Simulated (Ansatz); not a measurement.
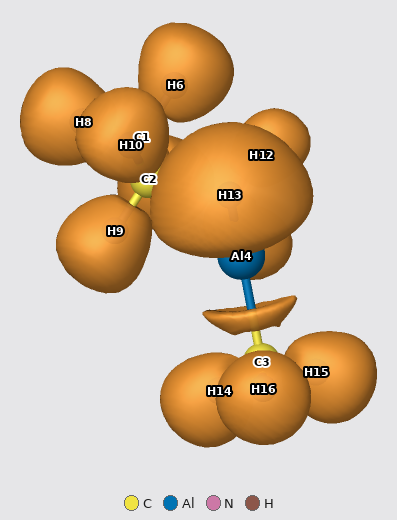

The picture shows: C$_{3}$H$_{11}$AlN (charge +1). Isosurface of the electron localisation function at 0.85 (orange), seen at an oblique angle. Core shells and regions of very low density are left out.

Geometry: B3LYP/6-31G*.

Level of theory: isolated molecule in a Gaussian basis; Kohn-Sham density functional theory, functional PBE0 (Ansatz 0.2.0).

Input file:

```
crystal:
  periodic: [false, false, false]
  atoms:
    - symbol: C
      position_ang: [1.280690, -1.899236, -2.055807]
    - symbol: C
      position_ang: [1.403233, -0.986047, -0.843647]
    - symbol: C
      position_ang: [-0.880068, 1.312974, 1.927876]
    - symbol: Al
      position_ang: [0.454240, -0.083079, 1.815525]
    - symbol: "N"
      position_ang: [0.291512, -1.225366, 0.172493]
    - symbol: H
      position_ang: [1.350024, -2.955378, -1.772420]
    - symbol: H
      position_ang: [0.338775, -1.736751, -2.591216]
    - symbol: H
      position_ang: [2.098974, -1.688320, -2.751154]
    - symbol: H
      position_ang: [1.344293, 0.067857, -1.133493]
    - symbol: H
      position_ang: [2.348136, -1.145574, -0.316072]
    - symbol: H
      position_ang: [-0.609997, -1.089292, -0.297770]
    - symbol: H
      position_ang: [0.315232, -2.219881, 0.427487]
    - symbol: H
      position_ang: [1.689777, -0.630767, 2.610336]
    - symbol: H
      position_ang: [-0.887822, 1.954023, 1.036991]
    - symbol: H
      position_ang: [-1.891720, 0.899736, 2.035636]
    - symbol: H
      position_ang: [-0.693868, 1.954678, 2.796303]
basis:
  gaussian: {orbitals: def2-SVPD}
total_charge: 1
hamiltonian: {xc: pbe0}
output: {forces: true, orbitals: {seedname: orbitals}}
```

Run with:

```sh
ansatz run input.yaml --threads 2 --pin off --max-ram 4350MiB --events-out events.jsonl --progress --plain --runs-dir runs
```

> Where are the electrons localised?

The ELF exceeds this value in one region between bonded Al–C atoms (shared pairs), one region between bonded C–C atoms (shared pairs), one region between bonded C–N atoms (shared pairs), eleven regions around hydrogen nuclei and one lobe of the valence shell of N pointing towards Al. Along the contacts the grid gives the following. C–C (1.52 Å): the ELF peaks at about 0.95 between the atoms: a shared electron pair. C–N (1.53 Å): the ELF peaks at about 0.95 between the atoms: a covalent bond.
